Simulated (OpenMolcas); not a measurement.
Geometry relaxation, with input and output: SiS (part 2 of 4)

Continued. System: SiS (silylene, thioxo-), SMILES [Si-]#[S+]. Method: CASSCF/ANO-R1, sfX2C (OpenMolcas 26.06). 

Geometry of the input (Å):
```
Si 0.0000  0.0000  0.0000
S  0.0000  0.0000  1.9293
```

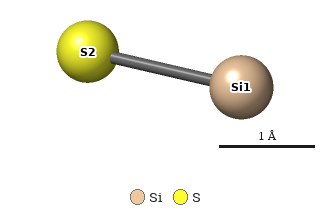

The structure as given in the input (ball-and-stick view, seen at a tilt; atoms are numbered from 1 in the order of the input).

Output, continued:
```
      Expectation values of various properties for root number:  3
      -----------------------------------------------------------

++    Molecular properties:
      ---------------------

      Charge (e):
                      =   -0.0000
      Dipole Moment (debye):
      Origin of the operator (angstrom)=    0.0000    0.0000    1.0289
                   X=  3.3297E-04               Y= -1.9359E-04               Z= -1.4339E+00           Total=  1.4339E+00
      Quadrupole Moment (debye*angstrom):
      Origin of the operator (angstrom)=    0.0000    0.0000    1.0289
                  XX= -2.7183E+01              XY= -3.4342E+00              XZ= -5.5825E-05              YY= -3.0807E+01
                  YZ= -1.7186E-05              ZZ= -1.8520E+01
      In traceless form (debye*angstrom)
                  XX= -2.5198E+00              XY= -5.1513E+00              XZ= -8.3737E-05              YY= -7.9556E+00
                  YZ= -2.5778E-05              ZZ=  1.0475E+01
--

      LoProp population analysis for root number:  3
      -----------------------------------------------

++    LoProp analysis:
      ----------------

++    Static properties:
      ------------------

      LoProp Charges per center

                   SI1      S2
      Nuclear     14.0000  16.0000
      Electronic -13.9472 -16.0528

      Total        0.0528  -0.0528
--

      Natural Bond Order analysis for root number:  3

++    Natural Bond Order analysis
      ---------------------------
      Based on LoProp computed density
      -------------------------------------------------------------------------------------
      Atom A       Atom B       Bond Order
        SI1          S2             1.482
      -------------------------------------------------------------------------------------
      NBO located      2.965 electrons involved in    1 bonds.
      NBO located      0.993 non-bonded electrons on atom SI1
      NBO located      0.999 non-bonded electrons on atom SI1
      NBO located      1.000 non-bonded electrons on atom SI1
      NBO located      1.000 non-bonded electrons on atom SI1
      NBO located      1.000 non-bonded electrons on atom SI1
      NBO located      1.002 non-bonded electrons on atom S2
      NBO located      0.999 non-bonded electrons on atom S2
      NBO located      1.000 non-bonded electrons on atom S2
      NBO located      1.000 non-bonded electrons on atom S2
      NBO located      1.000 non-bonded electrons on atom S2
      The remaining    2.460 electrons are to be considered as diffuse
--

--

      Average orbitals are written to the RASORB file
      Natural orbitals for root   1 are written to the RASORB.1 file
      Natural orbitals for root   2 are written to the RASORB.2 file
      Natural orbitals for root   3 are written to the RASORB.3 file
      Spin density orbitals for root   1 are written to the SPDORB.1 file
      Spin density orbitals for root   2 are written to the SPDORB.2 file
      Spin density orbitals for root   3 are written to the SPDORB.3 file

--- Stop Module: rasscf /rc=_RC_ALL_IS_WELL_ ---
           step6.RasOrb.2 step6.rasscf.h5 step6.SpdOrb.3 step6.SpdOrb.1 step6.SpdOrb.2 xmldump
--- Module rasscf spent 3 seconds ---

--- Start Module: slapaf ---

                                              &SLAPAF

                       available to each process: 1.9 GB of memory, 1 thread

--- Stop Module: slapaf /rc=_RC_INVOKED_OTHER_MODULE_ ---

--- Start Module: alaska ---

                                              &ALASKA

                       available to each process: 1.9 GB of memory, 1 thread

--- Stop Module: alaska /rc=_RC_INVOKED_OTHER_MODULE_ ---

--- Start Module: mclr ---

                                               &MCLR

                       available to each process: 1.9 GB of memory, 1 thread

 No .RLXPT2  or MCKINT  , I hope that is OK
 Seward mode is assumed, reading perturbation from ONEINT
 OrdInt status: non-squared

++   Wave function specifications:
     -----------------------------

     Number of closed shell electrons             28
     Number of electrons in active shells          2
     Max number of holes in RAS1 space             0
     Max number of electrons in RAS3 space         0
     Number of inactive orbitals                  14
     Number of active orbitals                     2
     Number of secondary orbitals                 20
     Spin quantum number                         0.0
     State symmetry                                1
     Number of CI roots                            3
     States considered                             1     2     3
     Weights                                   0.333 0.333 0.333

     Symmetry species                              1
     Skipped sym. species                          0
     Frozen orbitals                               0
     Inactive orbitals                            14
     Active orbitals                               2
     RAS1 orbitals                                 0
     RAS2 orbitals                                 2
     RAS3 orbitals                                 0
     Deleted orbitals                              0
     Number of basis functions                    36
     Number of orbitals                           36
     Number of configurations                      3
     Number of combinations                        3
     Natural orbitals are used in the last CI
     RASSCF state energy =           -688.0068278544
     Size of explicit Hamiltonian in PCG:        100
--

     Convergence threshold=               1.0000E-04
     Max number of iterations in PCG:            200
     Using the Cho-MO Algorithm
     Lagrangian multipliers are calculated for state no.   2

  Reordering of the Cholesky vectors to full storage.
  CPU time for the reordering section:    3.0000000000000027E-002

 TIMING INFORMATION:   CPU(s)   %CPU   Elapsed(s)
 Transformation          0.01    1.0         0.01
 Generation              0.08    8.0         0.08
 TOTAL                   0.13   13.0         0.14

        Iteration       Delta           Res(kappa)       Res(CI)          DeltaK           DeltaC
 Warning perturbation number                     1  might diverge
            1      8.931807981E-02  4.198201117E-02  7.370413263E-17  9.682334457E-04 -1.255470434E-47
            2      2.397875436E-02  2.105539209E-02  8.583298835E-17  2.599365326E-04  9.043562829E-49
            3      2.521920216E-03  7.811198951E-03  1.054319695E-16  2.733833403E-05 -7.217043755E-48
            4      5.053261417E-04  3.289325839E-03  1.031432688E-16  5.477879422E-06  8.244374123E-48
            5      5.852194464E-05  1.349401986E-03  1.032404251E-16  6.343945619E-07 -1.450240992E-47
            6      6.668930733E-06  4.140088006E-04  1.045419646E-16  7.229311016E-08  2.456035876E-47
            7      1.020352283E-06  1.666979681E-04  1.045313808E-16  1.106090961E-08  1.074319030E-47
      Perturbation no:    1 converged in    7 steps.

++    Molecular properties:
      ---------------------

      Charge (e):
                      =   -0.0000
      Dipole Moment (debye):
      Origin of the operator (angstrom)=    0.0000    0.0000    1.0289
                   X=  1.0313E-03               Y= -5.4894E-04               Z= -1.5025E+00           Total=  1.5025E+00
      Quadrupole Moment (debye*angstrom):
      Origin of the operator (angstrom)=    0.0000    0.0000    1.0289
                  XX= -2.6195E+01              XY= -1.5869E+00              XZ=  1.7257E-04              YY= -2.7869E+01
                  YZ= -1.2880E-04              ZZ= -2.2628E+01
      In traceless form (debye*angstrom)
                  XX= -9.4629E-01              XY= -2.3803E+00              XZ=  2.5885E-04              YY= -3.4579E+00
                  YZ= -1.9320E-04              ZZ=  4.4042E+00
--

      The response parameters are written to the file RESP.
--- Stop Module: mclr /rc=_RC_ALL_IS_WELL_ ---

--- Start Module: alaska ---

                                              &ALASKA

                       available to each process: 1.9 GB of memory, 1 thread

                     Threshold for contributions to the gradient: 1.000E-07

                    ********************************************
                    * Symmetry Adapted Cartesian Displacements *
                    ********************************************

           Irreducible representation : a
           Basis function(s) of irrep: x, y, xy, Rz, z, xz, Ry, yz, Rx, I

 Basis Label        Type   Center Phase
   1   SI1          x         1     1
   2   SI1          y         1     1
   3   SI1          z         1     1
   4   S2           x         2     1
   5   S2           y         2     1
   6   S2           z         2     1

                     No automatic utilization of translational and rotational invariance of the energy is employed.

 RI-ERI gradients!

 **************************************************
 *              Molecular gradients               *
 **************************************************

  Irreducible representation: a
 ------------------------------------------------------------------------------------------
                              X                       Y                       Z
 ------------------------------------------------------------------------------------------
  SI1               6.72358444611765E-07    8.45439110677167E-07    7.25938132260069E-02
  S2               -6.72358444611202E-07   -8.45439110677147E-07   -7.25938132259927E-02
 ------------------------------------------------------------------------------------------

--- Stop Module: alaska /rc=_RC_ALL_IS_WELL_ ---
--- Module alaska spent 2 seconds ---

>>> EXPORT MOLCAS_TRAP = UNKNOWN_VARIABLE

--- Start Module: slapaf ---

                                              &SLAPAF

                       available to each process: 1.9 GB of memory, 1 thread

++       Slapaf input parameters:
         ------------------------

 Maximum number of iterations:                40
 Convergence test a la Schlegel.
 Convergence criterion on gradient/para.<=: 3.0E-04
 Convergence criterion on step/parameter<=: 3.0E-04
 Convergence criterion on energy change <=: 0.0E+00
 Parameters for step-restricted optimization
 Maximum step length (initial seed):       3.00E-01

 -RFO activated with parameters:
   Maximum number of data points used in RFO:      5
 Line search is performed

 -Optimization for minimum.
  Optimization method: RS-RFO.

 -Initial Hessian guessed by Hessian Model Function (HMF).
  HMF augmented with weak interactions.

 -Hessian update method: Broyden-Fletcher-Goldfarb-Shanno
  Maximum number of points in Hessian update:  5

 -Relaxation will be done on non-redundant internal coordinates, based on
  force constant weighted redundant internal coordinates.

--

 ******************************************
 * Statistics of the internal coordinates *
 ******************************************
 Translations and Rotations:         0
 Bonds                     :         1
 Angles                    :         0
 Torsions                  :         0
 Out-of-plane angles       :         0

**********************************************************************************************************************
*                                    Energy Statistics for Geometry Optimization                                     *
**********************************************************************************************************************
                       Energy     Grad      Grad              Step                 Estimated   Geom       Hessian
Iter      Energy       Change     Norm      Max    Element    Max     Element     Final Energy Update Update   Index
  1   -688.00682785  0.00000000 0.102663  0.072594 nrc001   0.105092  nrc001     -688.01064235 RS-RFO  None      0

       +----------------------------------+----------------------------------+
       +    Cartesian Displacements       +    Gradient in internals         +
       +  Value      Threshold Converged? +  Value      Threshold Converged? +
 +-----+----------------------------------+----------------------------------+
 + RMS + 5.2546E-02  1.2000E-03     No    + 1.0266E-01  3.0000E-04     No    +
 +-----+----------------------------------+----------------------------------+
 + Max + 5.2546E-02  1.8000E-03     No    + 7.2594E-02  4.5000E-04     No    +
 +-----+----------------------------------+----------------------------------+

 Convergence not reached yet!

*****************************************************************************************************************
*****************************************************************************************************************

++ Geometry section

********************************************************************************
  Geometrical information of the new structure
********************************************************************************

 *********************************************************
 * Nuclear coordinates for the next iteration / bohr     *
 *********************************************************
  ATOM              X               Y               Z
  SI1              0.000000        0.000000       -0.052546
  S2               0.000000        0.000000        3.698434

 *********************************************************
 * Nuclear coordinates for the next iteration / angstrom *
 *********************************************************
  ATOM              X               Y               Z
  SI1              0.000000        0.000000       -0.027806
  S2               0.000000        0.000000        1.957127

                    ***************************************
                    *    InterNuclear Distances / bohr    *
                    ***************************************

               1 SI1           2 S2
    1 SI1      0.000000
    2 S2       3.750980        0.000000

                    *******************************************
                    *    InterNuclear Distances / angstrom    *
                    *******************************************

               1 SI1           2 S2
    1 SI1      0.000000
    2 S2       1.984933        0.000000
--
--- Stop Module: slapaf /rc=_RC_CONTINUE_LOOP_ ---

>>> END DO

--- Start Module: seward ---
--- Stop Module: seward /rc=_RC_ALL_IS_WELL_ ---
--- Module seward spent 2 seconds ---

--- Start Module: rasscf ---
--- Stop Module: rasscf /rc=_RC_ALL_IS_WELL_ ---
           step6.SpdOrb.3 step6.SpdOrb.1 step6.SpdOrb.2 xmldump
--- Module rasscf spent 2 seconds ---

--- Start Module: slapaf ---
--- Stop Module: slapaf /rc=_RC_INVOKED_OTHER_MODULE_ ---

--- Start Module: alaska ---
--- Stop Module: alaska /rc=_RC_INVOKED_OTHER_MODULE_ ---

--- Start Module: mclr ---

--- Stop Module: mclr /rc=_RC_ALL_IS_WELL_ ---

--- Start Module: alaska ---
--- Stop Module: alaska /rc=_RC_ALL_IS_WELL_ ---
--- Module alaska spent 2 seconds ---

>>> EXPORT MOLCAS_TRAP = UNKNOWN_VARIABLE

--- Start Module: slapaf ---

**********************************************************************************************************************
*                                    Energy Statistics for Geometry Optimization                                     *
**********************************************************************************************************************
                       Energy     Grad      Grad              Step                 Estimated   Geom       Hessian
Iter      Energy       Change     Norm      Max    Element    Max     Element     Final Energy Update Update   Index
  1   -688.00682785  0.00000000 0.102663  0.072594 nrc001   0.105092  nrc001     -688.01064235 RS-RFO  None      0
  2   -688.01288988 -0.00606203 0.061822  0.043715 nrc001   0.155245  nrc001     -688.01628314 RS-RFO  BFGS      0

       +----------------------------------+----------------------------------+
       +    Cartesian Displacements       +    Gradient in internals         +
       +  Value      Threshold Converged? +  Value      Threshold Converged? +
 +-----+----------------------------------+----------------------------------+
 + RMS + 7.7623E-02  1.2000E-03     No    + 6.1822E-02  3.0000E-04     No    +
 +-----+----------------------------------+----------------------------------+
 + Max + 7.7623E-02  1.8000E-03     No    + 4.3715E-02  4.5000E-04     No    +
 +-----+----------------------------------+----------------------------------+

 Convergence not reached yet!
```
